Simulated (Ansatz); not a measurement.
## A hypothetical structure for MoPbS2N

This structure for MoPbS2N is made up. Its elements were placed in a known structure type with a cell scaled to their sizes. What cell does the guess relax to, and how far off was it?

Program: Ansatz 0.2.0. Level of theory: DFT, r2SCAN, plane-wave PAW, files of the set soft_1, scalar-relativistic, no spin, cell and ions relaxed at zero pressure; PAW set soft_1. Results are calculated unless marked as measured.

### 1. The structure

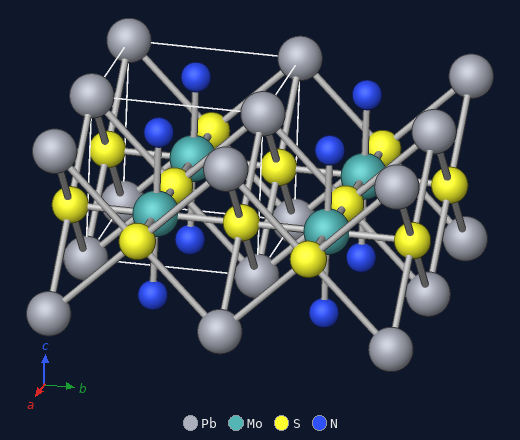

Start, viewed slightly off an axis; lead light grey, molybdenum teal, sulfur yellow, nitrogen blue. 2×2×1 cells are drawn. Some periodic images of atoms are drawn too.

### 2. Relaxation of the guess

The guessed cell has no reason to be at equilibrium. It is relaxed with the atoms, within the space group of the guess.

File input.yaml:

```yaml
crystal:
  lattice:
    - [4.627, 0.0, 0.0]
    - [0.0, 4.627, 0.0]
    - [0.0, 0.0, 4.549]
  atoms:
    - { symbol: Pb, position: [0.0, 0.0, 0.0] }
    - { symbol: Mo, position: [0.5, 0.5, 0.5] }
    - { symbol: S, position: [0.5, 0.0, 0.5] }
    - { symbol: S, position: [0.0, 0.5, 0.5] }
    - { symbol: "N", position: [0.5, 0.5, 0.0] }
kpoints:
  mp_grid: { grid: [6, 6, 6] }
scf:
  occupations: { method: fermi_dirac, width: 0.05 }
hamiltonian:
  xc: r2scan
  pseudopotentials: { kind: paw, azcp: { folder: soft_1 } }
relax:
  f_tol: 0.015
  max_steps: 70
  cell: {}
output:
  forces: true
  stress: true
```

Command:

```console
$ ansatz run input.yaml --threads 4 --pin off --max-ram 8192MiB --backend cpu --events-out ev --progress --plain --runs-dir out
```

Numbers of over 12 decimals in the logs are rounded to 6 here.

What it wrote:

```text
Engine: ansatz 0.2.0, aarch64-unknown-linux-gnu
Pseudopotentials: kind: paw
Pseudopotential: Pb, paw, valence charge 14, recommended cutoff 500 eV (meta_gga), soft_1/Pb.paw.azcp
Pseudopotential: Mo, paw, valence charge 14, recommended cutoff 500 eV (meta_gga), soft_1/Mo.paw.azcp
Pseudopotential: S, paw, valence charge 6, recommended cutoff 500 eV (meta_gga), soft_1/S.paw.azcp
Pseudopotential: N, paw, valence charge 5, recommended cutoff 500 eV (meta_gga), soft_1/N.paw.azcp
Functional definition: r2SCAN
  parameter k0 = 0.174
  parameter k1 = 0.065
  parameter a1 = 4.9479
  exchange = r2scan_x(k0 = k0, k1 = k1, a1 = a1)
  correlation = r2scan_c
Crystal: 5 atoms, lattice volume = 97.390 Å³
Basis set: ecut = 500 eV, 2485 PW (Γ), exchange–correlation on 144×144×144 points (64 copies of the dense FFT grid, shifted against one another)
Bands: 28, of which v1, the nominal top of the filled ones, is band 23 counted from 1 (22 counted from 0)
Symmetry: 16 space group operations
Space group: P4/mmm (ITA 123), of the structure as read, at distance tolerance 4.6e-5 Å
k-points: 40 of 216
Non-local potential: Pb, projectors of the file, l = 0: 2, l = 1: 2, l = 2: 2, l = 3: 1
Non-local potential: Mo, projectors of the file, l = 0: 3, l = 1: 2, l = 2: 2, l = 3: 1
Non-local potential: S, projectors of the file, l = 0: 2, l = 1: 2, l = 2: 1
Non-local potential: N, projectors of the file, l = 0: 2, l = 1: 2, l = 2: 1
PAW form: soft (Blöchl's): semilocal exchange-correlation on the pseudo side does not see the compensation charge
PAW frozen core: Pb, regenerated for the run's functional (the file was generated under x = pbe(κ = 0.804, μ = 0.219515), c = pbe(β = 0.066725))
PAW frozen core: Mo, regenerated for the run's functional (the file was generated under x = pbe(κ = 0.804, μ = 0.219515), c = pbe(β = 0.066725))
PAW frozen core: S, regenerated for the run's functional (the file was generated under x = pbe(κ = 0.804, μ = 0.219515), c = pbe(β = 0.066725))
PAW frozen core: N, regenerated for the run's functional (the file was generated under x = pbe(κ = 0.804, μ = 0.219515), c = pbe(β = 0.066725))
PAW one-centre angular grid: Pb, 590 points (default); XC on 160 Gauss nodes
PAW one-centre angular grid: Mo, 590 points (default); XC on 160 Gauss nodes
PAW one-centre angular grid: S, 302 points (default); XC on 160 Gauss nodes
PAW one-centre angular grid: N, 302 points (default); XC on 160 Gauss nodes
Initial density: superposition of atomic densities (chi_scale 0.1, normalization cell, long waves kept (reshape's long-wave potential 0.00 eV rms))
Initial wavefunctions: pseudopotential atomic-orbital guess
Functional: x = r2scan, c = r2scan; τ floored in thin density (d = 2e-4 eV/Å³)
SCF iter   1: F=—  HF=-19088.302405 eV  |F-HF|=—  |Δ(HF+E_count)|=         —  Δρ=8.86e-2  dr2=1.32e1  dr2_τ=7.57e-1  ethr=3.10e-3  ⟨swp⟩=8.2  Hψ=5609  notcnv=0
preconditioner: auto → Kerker (q_TF=auto, 2.399 Å⁻¹)  [metal: Δε(μ)=0.093 eV  Ē_g=11.429 eV  σ=0.050 eV  W_gap=0.41  n_scr=26 (ndim 8)  ℏωp=22.9 eV  f_vac=0.000  D(μ)=1.63/eV (n_scr^D=6)]
SCF iter   2: F=—  HF=-19086.775339 eV  |F-HF|=—  |Δ(HF+E_count)|=    1.53e0  Δρ=7.27e-2  dr2=8.26e0  dr2_τ=1.53e0  ethr=3.10e-3  ⟨swp⟩=3.1  Hψ=2741  notcnv=0  defer=6
SCF iter   3: F=—  HF=-19086.343567 eV  |F-HF|=—  |Δ(HF+E_count)|=   4.32e-1  Δρ=3.01e-2  dr2=1.60e0  dr2_τ=6.57e-2  ethr=3.10e-3  ⟨swp⟩=2.5  Hψ=2125  notcnv=0
SCF iter   4: F=—  HF=-19086.125066 eV  |F-HF|=—  |Δ(HF+E_count)|=   2.19e-1  Δρ=1.39e-2  dr2=4.03e-1  dr2_τ=2.40e-2  ethr=3.10e-3  ⟨swp⟩=2.7  Hψ=1738  notcnv=0  defer=2
SCF iter   5: F=—  HF=-19086.073394 eV  |F-HF|=—  |Δ(HF+E_count)|=   5.17e-2  Δρ=4.99e-3  dr2=4.39e-2  dr2_τ=3.11e-3  ethr=8.95e-4  ⟨swp⟩=3.1  Hψ=1706  notcnv=0  defer=2
SCF iter   6: F=—  HF=-19086.065469 eV  |F-HF|=—  |Δ(HF+E_count)|=   7.93e-3  Δρ=1.51e-3  dr2=4.95e-3  dr2_τ=4.39e-4  ethr=9.75e-5  ⟨swp⟩=3.0  Hψ=1981  notcnv=0  defer=1
SCF iter   7: F=—  HF=-19086.065180 eV  |F-HF|=—  |Δ(HF+E_count)|=   2.89e-4  Δρ=7.83e-4  dr2=1.16e-3  dr2_τ=3.58e-5  ethr=1.10e-5  ⟨swp⟩=2.0  Hψ=1548  notcnv=0  defer=1
SCF iter   8: F=—  HF=-19086.065108 eV  |F-HF|=—  |Δ(HF+E_count)|=   7.19e-5  Δρ=6.12e-5  dr2=6.05e-6  dr2_τ=4.98e-7  ethr=2.58e-6  ⟨swp⟩=1.5  Hψ=1139  notcnv=0  defer=1
SCF iter   9: F=—  HF=-19086.065110 eV  |F-HF|=—  |Δ(HF+E_count)|=   1.86e-6  Δρ=2.83e-5  dr2=1.39e-6  dr2_τ=7.01e-8  ethr=1.35e-8  ⟨swp⟩=2.7  Hψ=2002  notcnv=0  defer=1
SCF iter  10: F=-19086.065110 eV  HF=-19086.065110 eV  |F-HF|=2.18e-8  |Δ(HF+E_count)|=   2.75e-8  Δρ=3.82e-6  dr2=4.52e-8  dr2_τ=1.57e-9  ethr=2.22e-10  ⟨swp⟩=3.7  Hψ=4745  notcnv=0
SCF 1 converged in 10 iterations: F = -19086.065110 eV  dr2 = 4.52e-8
  greatest PAW one-centre occupation: 1.000 electrons in one spin orbital (limit 2), on the Mo atom at site 1 (counted from 0), in its partial waves of l = 0
relax step   1: F+E_penalty+E_count = -19086.06510950 eV  Δ(F+E_penalty+E_count) = +0.000e0 eV  max|allowed force component| = 4.189e-29 eV/Å  Δτ_max = 0.0000 Å  P = -5.553 GPa  Ω = 97.390 Å³  (10 SCF iters, dr2 threshold 1.00e-7 eV, accepted)
Crystal: 5 atoms, lattice volume = 94.135 Å³
Basis set: ecut = 500 eV, 2391 PW (Γ), exchange–correlation on 144×144×144 points (64 copies of the dense FFT grid, shifted against one another)
Initial density: handed on by an earlier stage of this run
Initial wavefunctions: those handed on with the density
iter 1 solved again at ethr=2.46e-4 eV; its pass at ethr=3.10e-3 eV (dr2=1.10e-1 eV) is discarded
SCF iter   1: F=—  HF=-19086.793834 eV  |F-HF|=—  |Δ(HF+E_count)|=         —  Δρ=9.20e-3  dr2=1.10e-1  dr2_τ=9.18e-2  ethr=2.46e-4  ⟨swp⟩=1.2  Hψ=7606  notcnv=0
preconditioner: auto → Kerker (q_TF=auto, 2.413 Å⁻¹)  [metal: Δε(μ)=0.068 eV  Ē_g=11.346 eV  σ=0.050 eV  W_gap=0.33  n_scr=26 (ndim 8)  ℏωp=23.3 eV  f_vac=0.000  D(μ)=1.74/eV (n_scr^D=6)]
SCF iter   2: F=—  HF=-19086.916399 eV  |F-HF|=—  |Δ(HF+E_count)|=   1.23e-1  Δρ=6.04e-3  dr2=3.31e-2  dr2_τ=9.09e-3  ethr=2.45e-4  ⟨swp⟩=2.4  Hψ=2144  notcnv=0
SCF iter   3: F=—  HF=-19086.914104 eV  |F-HF|=—  |Δ(HF+E_count)|=   2.29e-3  Δρ=3.04e-3  dr2=6.65e-3  dr2_τ=2.58e-4  ethr=7.37e-5  ⟨swp⟩=1.9  Hψ=1462  notcnv=0
SCF iter   4: F=—  HF=-19086.913982 eV  |F-HF|=—  |Δ(HF+E_count)|=   1.23e-4  Δρ=1.09e-3  dr2=1.79e-3  dr2_τ=1.62e-4  ethr=1.48e-5  ⟨swp⟩=2.1  Hψ=1696  notcnv=0
SCF iter   5: F=—  HF=-19086.913989 eV  |F-HF|=—  |Δ(HF+E_count)|=   7.11e-6  Δρ=4.80e-4  dr2=3.39e-4  dr2_τ=4.89e-6  ethr=3.99e-6  ⟨swp⟩=1.1  Hψ=1195  notcnv=0
[...]
preconditioner: auto → Kerker (q_TF=auto, 2.423 Å⁻¹)  [metal: Δε(μ)=0.054 eV  Ē_g=11.530 eV  σ=0.050 eV  W_gap=0.25  n_scr=18 (ndim 8)  ℏωp=23.6 eV  f_vac=0.000  D(μ)=1.46/eV (n_scr^D=6)]
SCF iter   2: F=—  HF=-19087.734011 eV  |F-HF|=—  |Δ(HF+E_count)|=   1.05e-1  Δρ=5.47e-3  dr2=2.30e-2  dr2_τ=8.79e-3  ethr=3.21e-4  ⟨swp⟩=2.2  Hψ=2132  notcnv=0
SCF iter   3: F=—  HF=-19087.731888 eV  |F-HF|=—  |Δ(HF+E_count)|=   2.12e-3  Δρ=2.75e-3  dr2=6.26e-3  dr2_τ=2.57e-4  ethr=5.10e-5  ⟨swp⟩=1.8  Hψ=1600  notcnv=0
SCF iter   4: F=—  HF=-19087.731048 eV  |F-HF|=—  |Δ(HF+E_count)|=   8.40e-4  Δρ=8.09e-4  dr2=7.24e-4  dr2_τ=6.19e-5  ethr=1.39e-5  ⟨swp⟩=2.5  Hψ=1603  notcnv=0
SCF iter   5: F=—  HF=-19087.731107 eV  |F-HF|=—  |Δ(HF+E_count)|=   5.93e-5  Δρ=2.56e-4  dr2=9.47e-5  dr2_τ=1.26e-6  ethr=1.61e-6  ⟨swp⟩=2.5  Hψ=1870  notcnv=0
SCF iter   6: F=—  HF=-19087.731129 eV  |F-HF|=—  |Δ(HF+E_count)|=   2.21e-5  Δρ=8.73e-5  dr2=8.80e-6  dr2_τ=7.82e-7  ethr=2.10e-7  ⟨swp⟩=2.0  Hψ=1630  notcnv=0
SCF iter   7: F=-19087.731129 eV  HF=-19087.731129 eV  |F-HF|=6.89e-8  |Δ(HF+E_count)|=   4.21e-7  Δρ=1.91e-5  dr2=4.29e-7  dr2_τ=2.74e-8  ethr=1.11e-9  ⟨swp⟩=4.0  Hψ=4950  notcnv=0
SCF 3 converged in 7 iterations: F = -19087.731129 eV  dr2 = 4.29e-7
relax step   3: F+E_penalty+E_count = -19087.73112901 eV  Δ(F+E_penalty+E_count) = -8.171e-1 eV  max|allowed force component| = 2.461e-29 eV/Å  Δτ_max = 0.0000 Å  P = -1.556 GPa  Ω = 91.636 Å³  energy of the carried Pulay correction = +9.071e-4 eV  (7 SCF iters, dr2 threshold 5.00e-7 eV, accepted)
[...]
relax step   4: F+E_penalty+E_count = -19088.26241833 eV  Δ(F+E_penalty+E_count) = -5.313e-1 eV  max|allowed force component| = 4.315e-29 eV/Å  Δτ_max = 0.0000 Å  P = +1.831 GPa  Ω = 90.030 Å³  energy of the carried Pulay correction = +1.184e-3 eV  (7 SCF iters, dr2 threshold 5.00e-7 eV, accepted)
[...]
relax step   5: F+E_penalty+E_count = -19088.32049616 eV  Δ(F+E_penalty+E_count) = -5.808e-2 eV  max|allowed force component| = 4.418e-29 eV/Å  Δτ_max = 0.0000 Å  P = -1.630 GPa  Ω = 94.092 Å³  energy of the carried Pulay correction = +5.851e-4 eV  (8 SCF iters, dr2 threshold 5.00e-7 eV, accepted)
[...]
relax step   6: F+E_penalty+E_count = -19088.33953970 eV  Δ(F+E_penalty+E_count) = -1.904e-2 eV  max|allowed force component| = 2.998e-29 eV/Å  Δτ_max = 0.0000 Å  P = +0.067 GPa  Ω = 92.258 Å³  energy of the carried Pulay correction = +8.552e-4 eV  (7 SCF iters, dr2 threshold 5.00e-7 eV, accepted)
[...]
relax step   7: F+E_penalty+E_count = -19088.33955341 eV  Δ(F+E_penalty+E_count) = -1.371e-5 eV  max|allowed force component| = 2.903e-29 eV/Å  Δτ_max = 0.0000 Å  P = -0.006 GPa  Ω = 92.297 Å³  energy of the carried Pulay correction = +8.492e-4 eV  (4 SCF iters, dr2 threshold 7.29e-8 eV, accepted)
Basis set: ecut = 500 eV, 2357 PW (Γ), exchange–correlation on 144×144×120 points (64 copies of the dense FFT grid, shifted against one another)
Initial wavefunctions: pseudopotential atomic-orbital guess (no wavefunctions were taken with the density)
iter 1 solved again at ethr=1.70e-7 eV; its pass at ethr=3.10e-3 eV (dr2=7.63e-5 eV) is discarded
SCF iter   1: F=—  HF=-19088.339496 eV  |F-HF|=—  |Δ(HF+E_count)|=         —  Δρ=2.54e-4  dr2=3.58e-6  dr2_τ=2.66e-5  ethr=1.70e-7  ⟨swp⟩=4.0  Hψ=8967  notcnv=0
preconditioner: auto → Kerker (q_TF=auto, 2.420 Å⁻¹)  [metal: Δε(μ)=0.018 eV  Ē_g=11.602 eV  σ=0.050 eV  W_gap=0.09  n_scr=18 (ndim 8)  ℏωp=23.5 eV  f_vac=0.000  D(μ)=2.93/eV (n_scr^D=18)]
SCF iter   2: F=—  HF=-19088.339752 eV  |F-HF|=—  |Δ(HF+E_count)|=   2.56e-4  Δρ=1.31e-4  dr2=9.91e-7  dr2_τ=6.68e-6  ethr=7.96e-9  ⟨swp⟩=2.0  Hψ=1995  notcnv=0
SCF iter   3: F=—  HF=-19088.339822 eV  |F-HF|=—  |Δ(HF+E_count)|=   7.04e-5  Δρ=1.09e-5  dr2=8.35e-8  dr2_τ=2.20e-8  ethr=2.20e-9  ⟨swp⟩=2.0  Hψ=2028  notcnv=0
SCF iter   4: F=—  HF=-19088.339822 eV  |F-HF|=—  |Δ(HF+E_count)|=   6.51e-8  Δρ=6.26e-6  dr2=4.33e-8  dr2_τ=7.55e-9  ethr=1.85e-10  ⟨swp⟩=2.0  Hψ=1651  notcnv=0
SCF iter   5: F=—  HF=-19088.339822 eV  |F-HF|=—  |Δ(HF+E_count)|=   1.14e-9  Δρ=2.64e-6  dr2=7.56e-9  dr2_τ=1.73e-10  ethr=9.63e-11  ⟨swp⟩=1.5  Hψ=1160  notcnv=0
SCF iter   6: F=—  HF=-19088.339822 eV  |F-HF|=—  |Δ(HF+E_count)|=  3.27e-10  Δρ=7.79e-7  dr2=1.08e-9  dr2_τ=4.39e-11  ethr=1.68e-11  ⟨swp⟩=2.1  Hψ=1355  notcnv=0
SCF iter   7: F=—  HF=-19088.339822 eV  |F-HF|=—  |Δ(HF+E_count)|=  2.18e-11  Δρ=2.02e-7  dr2=5.89e-11  dr2_τ=3.29e-12  ethr=2.40e-12  ⟨swp⟩=2.3  Hψ=1446  notcnv=0
SCF iter   8: F=-19088.339822 eV  HF=-19088.339822 eV  |F-HF|=1.09e-11  |Δ(HF+E_count)|=  1.46e-11  Δρ=3.06e-8  dr2=1.35e-12  dr2_τ=8.50e-14  ethr=1.00e-12  ⟨swp⟩=5.0  Hψ=3838  notcnv=0
SCF 8 converged in 8 iterations: F = -19088.339822 eV  dr2 = 1.35e-12
relax step   8: F+E_penalty+E_count = -19088.33982226 eV  Δ(F+E_penalty+E_count) = -2.688e-4 eV  max|allowed force component| = 3.061e-29 eV/Å  Δτ_max = 0.0000 Å  P = -0.000 GPa  Ω = 92.297 Å³  stress off target by 2.46e-2 GPa  SCF on the basis re-selected at this cell (its energy is not comparable with the rows above)  (8 SCF iters)
basis re-selected at this cell: Δ(F+E_penalty+E_count) = -2.688e-4 eV, ΔP = +0.006 GPa vs the last step (what re-selecting the basis moved, of the pressure what is left beyond the Pulay correction that the steps carried, after the strain that the cell walked since its last selection, with what the two solves' SCF thresholds leave and, on support functions, any second-order correction that the steps lacked; it is no measure of the basis error at this ecutwfc). The dense FFT grid was sized anew with the basis: this SCF ran on 36×36×30 points, the steps before it on 36×36×36, so part of this shift can come from that change (see relax.cell in the input reference). [rest of the remark cut]
SCF converged after 8 iterations
Free energy (F): -19088.339822 eV
Harris-Foulkes:  -19088.339822 eV  (|F-HF|=1.09e-11)
Internal energy: -19088.317864 eV  (E = F + TS)
E sigma→0 (E₀):  -19088.328843 eV
Entropy (-TS):   -0.021958 eV (-4.392 meV/atom)
Fermi energy:    10.486307 eV
--- Per-component energies (eV) ---
  E_band       = -222.389873
  E_kinetic    = 1048.093283
  E_local      = -2680.424646  (includes V_loc(G=0)·N_el)
  E_nonlocal   = 555.440505
  E_hartree    = 971.400353
  E_xc         = -590.995129
  E_vxc        = -656.546428  (∫ρ·V_xc dr)
  E_paw        = -15007.649552  (= ΣΔE_a)
  E_vpaw       = -471.692265  (= ΣTr[D̂ρ^β])
  E_aug_tail   = 0.000014  (compensation charges beyond the density's cutoff)
  E_vtau       = 39.938963  (kinetic-family band-sum trace: ∫τ·v_τ [+ j·A + Jᵃ·Aᵃ] dr)
  E_ewald      = -3384.677695
  E_core_change = 0.495003  (= ΣΔE_core)
  E_smearing   = -0.021958  (= −TS)
  E_closure    = 0.000000  (closes the sum)
  Σ components = -19088.339822   (vs F -19088.339822, Δ=0.00e0)
--- Forces (eV/Å), atoms counted from 1 ---
  atom   1  Pb    -0.00000000     0.00000000     0.00000000
  atom   2  Mo    -0.00000000     0.00000000     0.00000000
  atom   3  S      0.00000000     0.00000000     0.00000000
  atom   4  S      0.00000000     0.00000000     0.00000000
  atom   5  N      0.00000000    -0.00000000     0.00000000
  max |Σ_I F_I| component: 3.63e-29 eV/Å
--- Stress (GPa, compression-positive) ---
        0.011565       0.000000       0.000000
        0.000000       0.011565       0.000000
        0.000000       0.000000      -0.024629
  P = ⅓ Tr σ = -0.0005 GPa (-0.005 kbar)
--- Relaxed structure (7 steps of the walk, 7 accepted, 1 SCFs on fresh bases) ---
  F+E_penalty+E_count = -19088.33982226 eV   max|allowed force component| = 3.061e-29 eV/Å   (the final SCF, on the basis selected at the relaxed cell)
  cell:  # Å, volume = 92.2970 Å³
    - [4.915749, 0, 0.0]
    - [0, 4.915749, 0.0]
    - [0.0, 0.0, 3.819513]
  atoms:
    - { symbol: Pb, position: [0, 0, 0.0] }
    - { symbol: Mo, position: [0.5, 0.5, 0.500000] }
    - { symbol: S, position: [0.5, 0, 0.500000] }
    - { symbol: S, position: [0, 0.5, 0.500000] }
    - { symbol: N, position: [0.5, 0.5, 0.0] }
```

It took 32 s on 4 threads of Arm Neoverse V1, shared host; peak memory 0.69 GiB; 2.1 min of CPU time.

This run has no spin polarisation although its electron count is odd.

Relaxation path:

| step | energy less that of the first step (eV) | largest force component (eV/Å) | pressure (GPa) | volume (Å³) |
| --- | --- | --- | --- | --- |
| 1 | 0.0000 | 0.0000 | -5.55 | 97.39 |
| 2 | -0.8489 | 0.0000 | -3.80 | 94.14 |
| 3 | -1.6660 | 0.0000 | -1.56 | 91.64 |
| 4 | -2.1973 | 0.0000 | 1.83 | 90.03 |
| 5 | -2.2554 | 0.0000 | -1.63 | 94.09 |
| 6 | -2.2744 | 0.0000 | 0.07 | 92.26 |
| 7 | -2.2744 | 0.0000 | -0.01 | 92.30 |
| 8* | -2.2747 | 0.0000 | 0.00 | 92.30 |

Relaxation steps marked * repeat the geometry before them on a plane-wave basis chosen anew for their cell, so energy and pressure can jump there.

Forces are held to the 16 operations that the run works with; a distortion that breaks them can't arise in this run.

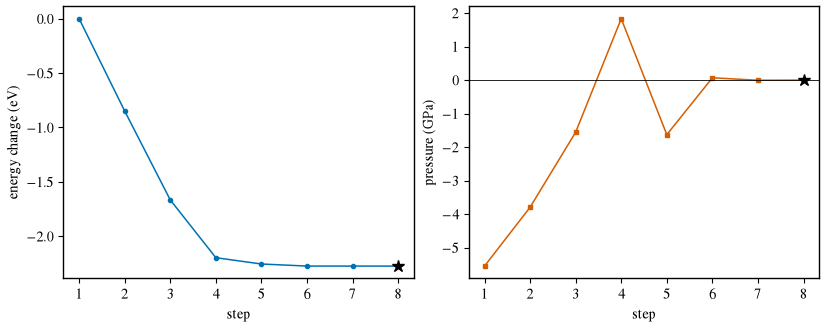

Energy and pressure along the relaxation. Stars mark steps on a basis chosen anew.

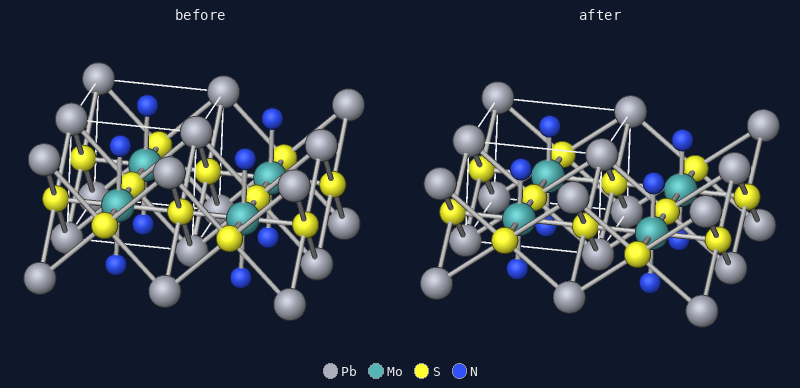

The structure before and after the relaxation, drawn at the same scale.

| cell as run | before | after | change |
| --- | --- | --- | --- |
| a (Å) | 4.627 | 4.916 | +6.2 % |
| b (Å) | 4.627 | 4.916 | +6.2 % |
| c (Å) | 4.549 | 3.820 | -16.0 % |
| volume (Å³/atom) | 19.48 | 18.46 | -5.2 % |

The relaxed structure:

```xyz
5
Lattice="4.9157 0.0000 0.0000 0.0000 4.9157 0.0000 0.0000 0.0000 3.8195" Properties=species:S:1:pos:R:3 pbc="T T T"
Pb    0.0000    0.0000    0.0000
Mo    2.4579    2.4579    1.9098
S     2.4579    0.0000    1.9098
S     0.0000    2.4579    1.9098
N     2.4579    2.4579    0.0000
```

This step gave:

- free energy: -19088.3398 eV
- energy at zero smearing: -19088.3288 eV
- smearing term TS: 0.02196 eV
- Fermi energy: 10.49 eV
- electrons: 45
- symmetry operations: 16
- pressure: -5.00e-4 GPa

Shortest distances by pair of elements, guess and relaxed (not always the same contact):

| pair | guess (Å) | relaxed (Å) |
| --- | --- | --- |
| Mo–N | 2.275 | 1.910 |
| Mo–S | 2.313 | 2.458 |
| Pb–S | 3.244 | 3.113 |
| N–S | 3.244 | 3.113 |
| N–Pb | 3.272 | 3.476 |

The relaxation ends with a pressure of 0.00 GPa.

### 3. Outcome

| Item | Value |
| --- | --- |
| space group, relaxed | P4/mmm |
| conventional cell | a = 4.916, b = 4.916, c = 3.820 Å; α = 90.0°, β = 90.0°, γ = 90.0° |
| volume per atom | 18.46 Å³ (guess 19.48) |

**Reading.** MoPbS2N relaxes to P4/mmm with a = 4.916, b = 4.916 and c = 3.820 Å. The guessed volume was 6 % too large. The space group P4/mmm was held in the relaxation, so the end point is a stationary structure within it and may be a saddle against distortions or other arrangements. Mesh and cutoff weren't tested. A vector of the cell changed its length by 16 %, more than the volume shows. Spin-orbit coupling is left out, which can matter for elements this heavy. No dispersion term is used, so weakly bound directions may come out too long. The runs have no spin, and magnetism wasn't tested. Nothing here tests whether the compound is stable against decomposition.

[Logs are printed without paths, hosts, clocks, repeated set-up lines and the standing remarks that a program may print on its own settings, such as how far it seeks lower states.]

[Hosts, paths, dates, database ids (printed as entryN), source tags and the programs' standing remarks are cut or masked in the printed files.]
